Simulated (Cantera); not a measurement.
Charge: 1 mol Si, 1.9 mol Cl2, 8 mol H2, held at 420 Torr.

These are equilibrium values from Cantera (NASA tables, ideal gas, pure condensed phases), not measurements of a reactor. Candidate condensed phases: Si; 19 gas species. The tables' values for SiCl3 are old estimates; treat these amounts as uncertain. Kinetics and transport are ignored.

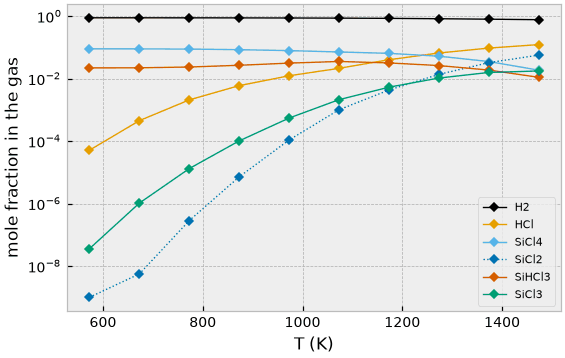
Figure. Equilibrium gas composition (values under 1e-9 drawn at 1e-9)

From 573 K to 1073 K nothing is condensed. From 1173 K to 1373 K the condensed part is Si(s). At 1473 K nothing is condensed. The main Si-bearing gas is SiCl4 at 573 K and SiCl2 at 1473 K.
